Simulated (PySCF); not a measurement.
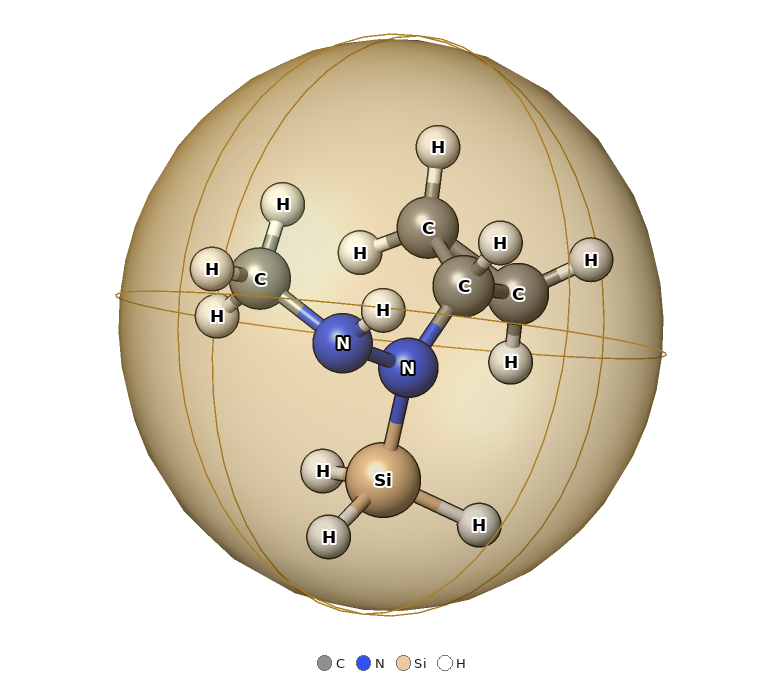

The ellipsoid shows the static dipole polarisability: its half-axes are proportional to the principal values. The geometry was computed by an optimisation with GFN2-xTB. No frequency run is at hand to confirm it as a minimum. Method: CAM-B3LYP/def2-SVPD (PySCF 2.14.0).

Question: Give the principal values, the mean and the anisotropy.

Answer: Principal values 77.7, 90.7, 94.2 bohr³; mean 87.5 bohr³ (12.97 Å³); anisotropy 15.1 bohr³, so the longest axis is 1.21 times the shortest.

The geometry is semi-empirical. Around Si such bond lengths and angles can be off by a tenth of an ångström or more and by several degrees, and values that hang on the shape move with them.
